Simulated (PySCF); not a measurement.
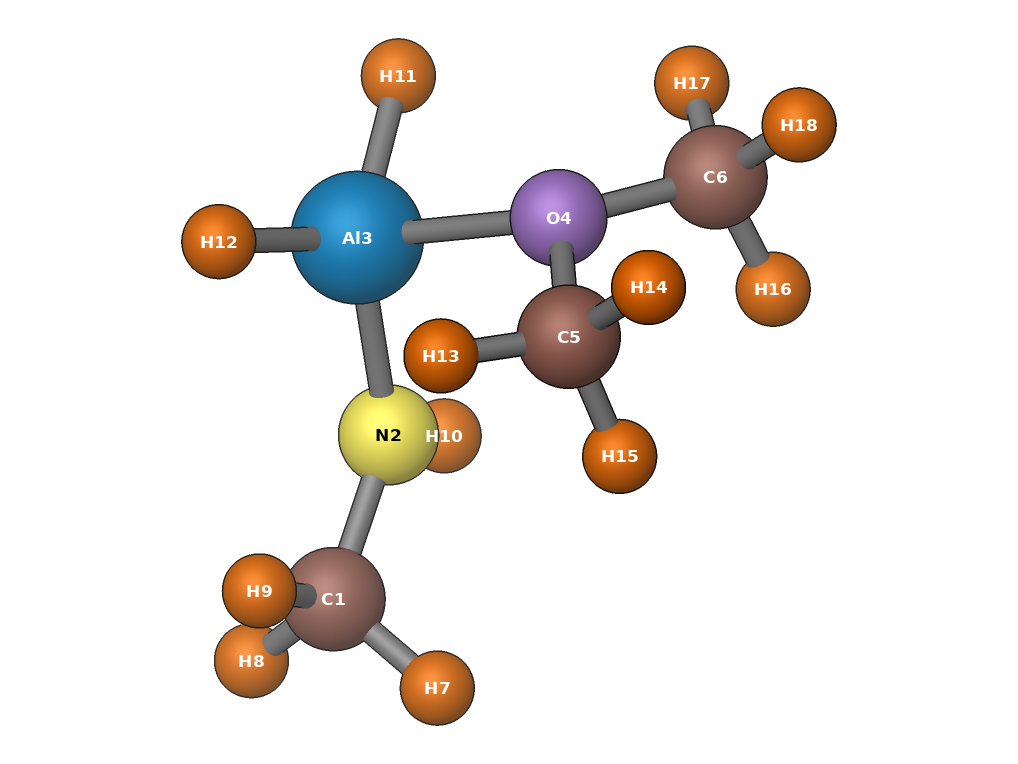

Numbered structure. The geometry was computed by an optimisation with PBE0-D3(BJ)/def2-SVP. No frequency run is at hand to confirm it as a minimum.

List the bonds and their lengths. Leave out bonds to hydrogen.

```
  bond  length (Å)
 C1–N2       1.439
N2–Al3       1.805
Al3–O4       2.034
 O4–C5       1.418
 O4–C6       1.417
```
